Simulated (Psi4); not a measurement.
# BH5S (SMILES [BH3-][SH2+]) at CCSD(T)/aug-cc-pVDZ (sweep point 4)

What is the vertical ionisation energy of BH5S at CCSD(T)/aug-cc-pVDZ (sweep point 4)? 

The results are computed with Psi4 1.11.

## 1. The molecule

The species is BH5S (7 atoms), meant as a singlet with charge 0. As SMILES, `[BH3-][SH2+]`. Geometry: relaxed at PBE0-D4/def2-TZVP.

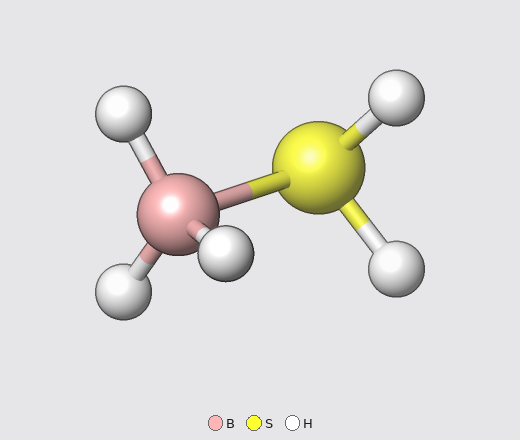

The structure, seen from a chosen angle (boron pink, sulfur yellow, hydrogen white).

## 2. The energy at CCSD(T)/aug-cc-pVDZ (sweep point 4)

calc.py reads:

```python
import psi4

psi4.set_memory('1600 MB')
psi4.set_num_threads(1)
psi4.core.set_output_file('run.log', False)

mol = psi4.geometry("""
0 1
B     -0.99324005    -0.87210861    -0.95298888
S      1.07449827     1.84739626     0.54972133
H     -3.06740345     0.06878603    -0.81541682
H     -0.65082168    -2.73556754     0.30178926
H     -0.14248535    -0.91103696    -3.06986009
H      0.54046167     1.70793447     3.03282146
H      3.35501976     0.76628394     0.86719532
units au
symmetry c1
""")

options = {'puream': True, 'scf_type': 'pk', 'num_frozen_docc': 6}
psi4.set_options(options)

energy_value, wavefunction = psi4.energy('ccsd(t)/aug-cc-pVDZ', return_wfn=True)
print('E =', round(energy_value, 9))
for k, v in sorted(psi4.core.scalar_variables().items()):
    print(f'{k:45s} {v:18.10f}')
```

Run with:

```bash
python calc.py
```

run.log:

```text
[...]
  Running in c1 symmetry.
[...]
  Nuclear repulsion =   54.745215378025932
[...]
  Multiplicity = 1
[...]
  Nalpha       = 13
  Nbeta        = 13
[...]
    Number of basis functions: 95
[...]
   @RHF iter   1:  -424.99341043759449   -3.25280e-01   3.40433e-03 ADIIS/DIIS
[...]
   @RHF iter  11:  -425.08881781406694   -2.04636e-12   2.38277e-09 DIIS
[...]
    Orbital Energies [Eh]
    ---------------------
    Doubly Occupied:
       1A    -92.035521     2A     -9.037332     3A     -7.554163
       4A     -6.719039     5A     -6.718299     6A     -6.716315
       7A     -1.054585     8A     -0.704929     9A     -0.642253
      10A     -0.554217    11A     -0.455566    12A     -0.440026
      13A     -0.427327
[...]
  @RHF Final Energy:  -425.08881781406694
   => Energetics <=
    Nuclear Repulsion Energy =             54.7452153780259323
    One-Electron Energy =                -693.5489183266788586
    Two-Electron Energy =                 213.7148851345859839
    Total Energy =                       -425.0888178140669424
[...]
 Multipole Moments:
 ------------------------------------------------------------------------------------
     Multipole            Electronic (a.u.)      Nuclear  (a.u.)        Total (a.u.)
 ------------------------------------------------------------------------------------
 L = 1.  Multiply by 2.5417464519 to convert [e a0] to [Debye]
 Dipole X            :          1.4211872           -0.4383346            0.9828526
 Dipole Y            :          2.8192397           -2.0850382            0.7342015
 Dipole Z            :          0.6182674            0.3388852            0.9571525
 Magnitude           :                                                    1.5560180
[...]
      * MP2 total energy                      = -425.360455051242695
[...]
      * CCSD total energy                     = -425.403052088443076
[...]
      * CCSD(T) total energy                  = -425.412151588561301
```

On the terminal:

```text
E = -425.412151589
(T) CORRECTION ENERGY                              -0.0090995001
CC D1 DIAGNOSTIC                                    0.0200508048
CC D2 DIAGNOSTIC                                    0.1535726770
CC NEW D1 DIAGNOSTIC                                0.0200508048
CC T1 DIAGNOSTIC                                    0.0103255042
CCSD CORRELATION ENERGY                            -0.3142342744
CCSD DOUBLES ENERGY                                -0.3142342744
CCSD ITERATIONS                                    13.0000000000
CCSD OPPOSITE-SPIN CORRELATION ENERGY              -0.2606695476
CCSD SAME-SPIN CORRELATION ENERGY                  -0.0535647268
CCSD SINGLES ENERGY                                 0.0000000000
CCSD TOTAL ENERGY                                -425.4030520884
CCSD(T) CORRELATION ENERGY                         -0.3233337745
CCSD(T) TOTAL ENERGY                             -425.4121515886
CURRENT CORRELATION ENERGY                         -0.3233337745
CURRENT ENERGY                                   -425.4121515886
CURRENT REFERENCE ENERGY                         -425.0888178141
DD SOLVATION ENERGY                                 0.0000000000
HF KINETIC ENERGY                                 425.0515782186
HF POTENTIAL ENERGY                              -850.1403960327
HF TOTAL ENERGY                                  -425.0888178141
HF VIRIAL RATIO                                     2.0000876119
MP2 CORRELATION ENERGY                             -0.2716372372
MP2 DOUBLES ENERGY                                 -0.2716372372
MP2 OPPOSITE-SPIN CORRELATION ENERGY               -0.2180205584
MP2 SAME-SPIN CORRELATION ENERGY                   -0.0536166788
MP2 SINGLES ENERGY                                 -0.0000000000
MP2 TOTAL ENERGY                                 -425.3604550512
NUCLEAR REPULSION ENERGY                           54.7452153780
ONE-ELECTRON ENERGY                              -693.5489183267
PCM POLARIZATION ENERGY                             0.0000000000
PE ENERGY                                           0.0000000000
SCF ITERATION ENERGY                             -425.0888178141
SCF ITERATIONS                                     11.0000000000
SCF TOTAL ENERGY                                 -425.0888178141
TWO-ELECTRON ENERGY                               213.7148851346
```

It took 27 s on 1 thread of Intel Xeon Platinum 8259CL at 2.50GHz (Skylake/Cascade Lake), shared host; peak memory 0.88 GiB.

## 3. The doublet cation

calc.py reads:

```python
import psi4

psi4.set_memory(1600000000)
psi4.set_num_threads(1)
psi4.core.set_output_file('run.log', False)

m = psi4.geometry("""
1 2
B     -0.99324005    -0.87210861    -0.95298888
S      1.07449827     1.84739626     0.54972133
H     -3.06740345     0.06878603    -0.81541682
H     -0.65082168    -2.73556754     0.30178926
H     -0.14248535    -0.91103696    -3.06986009
H      0.54046167     1.70793447     3.03282146
H      3.35501976     0.76628394     0.86719532
units au
symmetry c1
""")

psi4.set_options(dict(basis='aug-cc-pVDZ', reference='uhf', puream=True, scf_type='pk', num_frozen_docc=6, maxiter=150))

E, wfn = psi4.energy('ccsd(t)', return_wfn=True)
print(f'total energy {E:.8f} hartree = {E * 27.211386:.5f} eV')
```

Run with:

```bash
python calc.py
```

run.log:

```text
[...]
  Running in c1 symmetry.
[...]
  Nuclear repulsion =   54.745215378025932
[...]
  Multiplicity = 2
[...]
  Nalpha       = 13
  Nbeta        = 12
[...]
    Number of basis functions: 95
[...]
   @UHF iter   1:  -424.57228310797950    9.58475e-02   3.63611e-03 ADIIS/DIIS
[...]
   @UHF iter  23:  -424.70911261473083   -1.84741e-11   7.59729e-09 DIIS
[...]
   @S^2 Observed:                7.640856131E-01
[...]
    Orbital Energies [Eh]
    ---------------------
    Alpha Occupied:
       1A    -92.270009     2A     -9.270588     3A     -7.870559
       4A     -6.952061     5A     -6.951517     6A     -6.950827
       7A     -1.286736     8A     -1.043469     9A     -0.866132
      10A     -0.860866    11A     -0.742795    12A     -0.718391
      13A     -0.703692
    Alpha Virtual:
      14A     -0.118505    15A     -0.089653    16A     -0.087849
      17A     -0.066476    18A     -0.063065    19A     -0.049389
      20A     -0.040585    21A     -0.037734    22A     -0.035833
      23A     -0.017919    24A     -0.017626    25A      0.002914
[...]
  @UHF Final Energy:  -424.70911261473083
   => Energetics <=
    Nuclear Repulsion Energy =             54.7452153780259323
    One-Electron Energy =                -686.9651568293515993
    Two-Electron Energy =                 207.5108288365947828
    Total Energy =                       -424.7091126147308842
  UHF NO Occupations:
  HONO-2 :   11  A 1.9985607
  HONO-1 :   12  A 1.9950596
[...]
 Multipole Moments:
 ------------------------------------------------------------------------------------
     Multipole            Electronic (a.u.)      Nuclear  (a.u.)        Total (a.u.)
 ------------------------------------------------------------------------------------
 L = 1.  Multiply by 2.5417464519 to convert [e a0] to [Debye]
 Dipole X            :          0.5871291           -0.4383346            0.1487945
 Dipole Y            :          1.1332336           -2.0850382           -0.9518047
 Dipole Z            :          0.2683427            0.3388852            0.6072279
 Magnitude           :                                                    1.1387702
[...]
      * MP2 total energy                      = -424.955380250538212
[...]
      * CCSD total energy                     = -424.998623611297376
[...]
      * CCSD(T) total energy                     = -425.008508199265918
```

On the terminal:

```text
total energy -425.00850820 hartree = -11565.07057 eV
```

Run time: 79 s. Hardware: 1 thread of Intel Xeon Platinum 8259CL at 2.50GHz (Skylake/Cascade Lake), shared host; peak memory 0.93 GiB.

## 4. Summary of results

Level: CCSD(T)/aug-cc-pVDZ (sweep point 4), 6 core orbitals frozen.

```
                                                                  quantity          value
                                                singlet BH5S: total energy  -425.41215 Eh
                         singlet BH5S: HOMO energy (Hartree–Fock orbitals)      -11.63 eV
                         singlet BH5S: LUMO energy (Hartree–Fock orbitals)        0.69 eV
                       singlet BH5S: HOMO–LUMO gap (Hartree–Fock orbitals)       12.32 eV
                 singlet BH5S: correlation energy (6 core orbitals frozen)     -323.3 mEh
                                              singlet BH5S: (T) correction      -9.10 mEh
                                               singlet BH5S: T1 diagnostic          0.010
                                              doublet cation: total energy  -425.00851 Eh
doublet cation: HOMO energy (Hartree–Fock orbitals) (highest over α and β)      -18.49 eV
 doublet cation: LUMO energy (Hartree–Fock orbitals) (lowest over α and β)       -9.00 eV
               doublet cation: correlation energy (6 core orbitals frozen)     -299.4 mEh
                                            doublet cation: (T) correction      -9.88 mEh
                         doublet cation: ⟨S²⟩ of the reference determinant          0.764
                                             doublet cation: T1 diagnostic          0.045
                        vertical ionisation energy (to the doublet cation)      10.984 eV
```

What this shows: The vertical ionisation energy comes to 10.98 eV (253 kcal/mol). The triples (singlet BH5S) make up 2.8 % of the correlation energy. The triples (doublet cation) make up 3.3 % of the correlation energy.
